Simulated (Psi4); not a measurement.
# PH (SMILES [PH]): UMN15/def2-SVP (sweep point 3)

What is the vertical electron affinity of PH at UMN15/def2-SVP (sweep point 3)? 

Program for the calculation: Psi4 1.11.

4 further runs of the same task are left out: 4 set aside as unsound or not needed.

**1. The structure to begin with**

PH has 2 atoms, charge 0, and is taken as a triplet. SMILES: `[PH]`. Geometry: relaxed at GFN2-xTB.

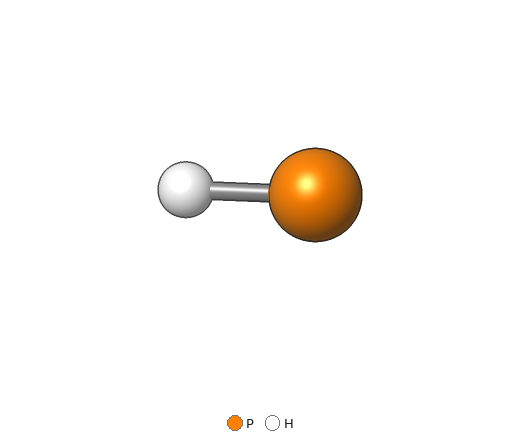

Viewed from a chosen angle; phosphorus orange, hydrogen white.

**2. The energy at UMN15/def2-SVP (sweep point 3)**

hp.in

```
memory 1600 mb

molecule m {
  0 3
  P      0.00000000     0.00000000     0.00000000
  H      0.00000000     0.00000000     2.64385913
  units au
  symmetry c1
}

set basis def2-SVP
set reference uks
set puream true
set scf_type pk
set dft_radial_points 35
set dft_spherical_points 110
set maxiter 150

E, wfn = energy("mn15", return_wfn=True)
print_variables()
```

On the command line:

```bash
$ psi4 -i hp.in -o hp.out -n 1
```

hp.out (excerpt; [...] marks lines left out):

```text
[...]
  Running in c1 symmetry.
[...]
  Nuclear repulsion =    5.673524670733875
[...]
  Multiplicity = 3
[...]
  Nalpha       = 9
  Nbeta        = 7
[...]
    Number of basis functions: 23
[...]
   @UKS iter   1:  -341.61912206264810   -3.70019e-01   5.49374e-03 DIIS/ADIIS
[...]
   @UKS iter   7:  -341.62942429941342   -1.30923e-08   7.11507e-07 DIIS
[...]
   @S^2 Observed:                2.008478189E+00
[...]
    Orbital Energies [Eh]
    ---------------------
    Alpha Occupied:
       1A    -76.096471     2A     -6.393040     3A     -4.752269
       4A     -4.752269     5A     -4.745672     6A     -0.644479
       7A     -0.376538     8A     -0.276769     9A     -0.276769
    Alpha Virtual:
      10A      0.091620    11A      0.260578    12A      0.386556
      13A      0.515601    14A      0.515601    15A      0.527211
      16A      0.527273    17A      0.527945    18A      0.527945
      19A      0.666517    20A      0.888550    21A      1.559539
      22A      1.559539    23A      2.160934
[...]
  @UKS Final Energy:  -341.62942429941342
   => Energetics <=
    Nuclear Repulsion Energy =              5.6735246707338751
    One-Electron Energy =                -483.4324387447574622
    Two-Electron Energy =                 149.4535031894101849
    DFT Exchange-Correlation Energy =     -13.3240134148000156
    Empirical Dispersion Energy =           0.0000000000000000
    VV10 Nonlocal Energy =                  0.0000000000000000
    Total Energy =                       -341.6294242994134152
[...]
 Multipole Moments:
 ------------------------------------------------------------------------------------
     Multipole            Electronic (a.u.)      Nuclear  (a.u.)        Total (a.u.)
 ------------------------------------------------------------------------------------
 L = 1.  Multiply by 2.5417464519 to convert [e a0] to [Debye]
 Dipole X            :          0.0000000            0.0000000            0.0000000
 Dipole Y            :         -0.0000000            0.0000000           -0.0000000
 Dipole Z            :         -1.0607749            1.3108184            0.2500435
 Magnitude           :                                                    0.2500435
[...]
```

It took 1.4 s on 1 thread of Intel Xeon Platinum 8488C (Sapphire Rapids), shared host; peak memory 0.2 GiB.

**3. The doublet anion**

input.in

```
memory 1.6 GB

molecule molecule1 {
  -1 2
  P      0.00000000     0.00000000     0.00000000
  H      0.00000000     0.00000000     2.64385913
  units au
  symmetry c1
}

set globals {
  basis                def2-SVP
  reference            uks
  puream               true
  scf_type             pk
  dft_radial_points    35
  dft_spherical_points 110
  maxiter              150
}

energy_value, wavefunction = energy('mn15', return_wfn=True)
```

On the command line:

```bash
$ psi4 -n 1 input.in input.out
```

input.out (excerpt; [...] marks lines left out):

```text
[...]
  Running in c1 symmetry.
[...]
  Nuclear repulsion =    5.673524670733875
[...]
  Multiplicity = 2
[...]
  Nalpha       = 9
  Nbeta        = 8
[...]
    Number of basis functions: 23
[...]
   @UKS iter   1:  -341.55090588835708   -3.01803e-01   1.37870e-02 DIIS/ADIIS
[...]
   @UKS iter   7:  -341.62768728853490   -1.54150e-08   4.89082e-07 DIIS
[...]
   @S^2 Observed:                7.523877412E-01
[...]
    Orbital Energies [Eh]
    ---------------------
    Alpha Occupied:
       1A    -75.741769     2A     -6.037664     3A     -4.402087
       4A     -4.396726     5A     -4.384943     6A     -0.311228
       7A     -0.066578     8A      0.041845     9A      0.064120
    Alpha Virtual:
      10A      0.352699    11A      0.538783    12A      0.642676
      13A      0.801466    14A      0.840476    15A      0.866950
      16A      0.883205    17A      0.885648    18A      0.889398
      19A      0.944564    20A      1.194555    21A      1.826766
      22A      1.844256    23A      2.427082
[...]
  @UKS Final Energy:  -341.62768728853490
   => Energetics <=
    Nuclear Repulsion Energy =              5.6735246707338751
    One-Electron Energy =                -488.8250876838593513
    Two-Electron Energy =                 155.0060834465024584
    DFT Exchange-Correlation Energy =     -13.4822077219118928
    Empirical Dispersion Energy =           0.0000000000000000
    VV10 Nonlocal Energy =                  0.0000000000000000
    Total Energy =                       -341.6276872885349576
[...]
 Multipole Moments:
 ------------------------------------------------------------------------------------
     Multipole            Electronic (a.u.)      Nuclear  (a.u.)        Total (a.u.)
 ------------------------------------------------------------------------------------
 L = 1.  Multiply by 2.5417464519 to convert [e a0] to [Debye]
 Dipole X            :          0.0000000            0.0000000            0.0000000
 Dipole Y            :         -0.0000000            0.0000000           -0.0000000
 Dipole Z            :         -1.2364016            1.3108184            0.0744168
 Magnitude           :                                                    0.0744168
[...]
```

It took 1.4 s on 1 thread of Intel Xeon Platinum 8488C (Sapphire Rapids), shared host; peak memory 0.2 GiB.

**4. Summary of results**

Level: UMN15/def2-SVP (sweep point 3).

| quantity | value |
| --- | --- |
| triplet PH: total energy | -341.62942 Eh |
| triplet PH: dipole moment | 0.64 D |
| triplet PH: HOMO energy (highest over α and β) | -7.53 eV |
| triplet PH: LUMO energy (lowest over α and β) | -1.88 eV |
| triplet PH: ⟨S²⟩ | 2.008 |
| doublet anion: total energy | -341.62769 Eh |
| doublet anion: HOMO energy (highest over α and β) | 2.32 eV |
| doublet anion: LUMO energy (lowest over α and β) | 5.84 eV |
| doublet anion: ⟨S²⟩ | 0.752 |
| vertical electron affinity (to the doublet anion) | -0.047 eV |

**Reading.** The anion lies 0.05 eV (4.6 kJ/mol) above the neutral: the electron isn't bound at this level, and such a value depends on the basis. Without diffuse functions anions come out too high. The HOMO (doublet anion) lies at positive energy, 2.32 eV; only total energies tell whether the electron is bound.
